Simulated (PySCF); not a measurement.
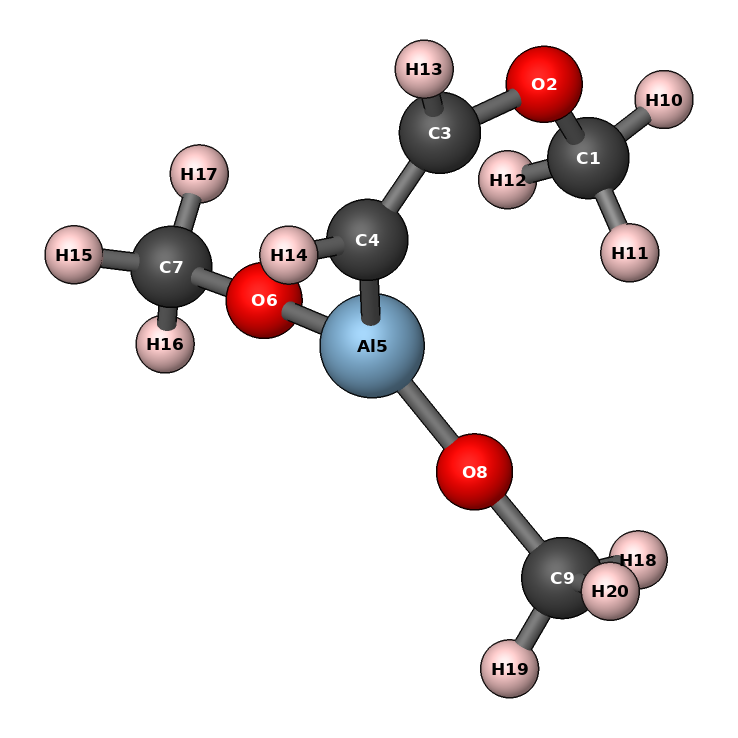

The geometry was computed by an optimisation with GFN2-xTB. No frequency run is at hand to confirm it as a minimum. Level of theory: GIAO PBE0/pcSseg-1 NMR shielding, non-relativistic, gas phase (PySCF 2.14.0). Principal shieldings σ11 ≤ σ22 ≤ σ33, span Ω = σ33 − σ11, skew κ = 3(σiso − σ22)/Ω.

Give the shielding tensors of the Al atoms.

| atom | σ11 | σ22 | σ33 | σiso | Ω | κ |
| --- | --- | --- | --- | --- | --- | --- |
| Al5 | 445.2 | 507.1 | 534.6 | 495.6 | 89.4 | −0.38 |

Shieldings and span in ppm.

The geometry is semi-empirical. Around Al such bond lengths and angles can be off by a tenth of an ångström or more and by several degrees, and values that hang on the shape move with them.
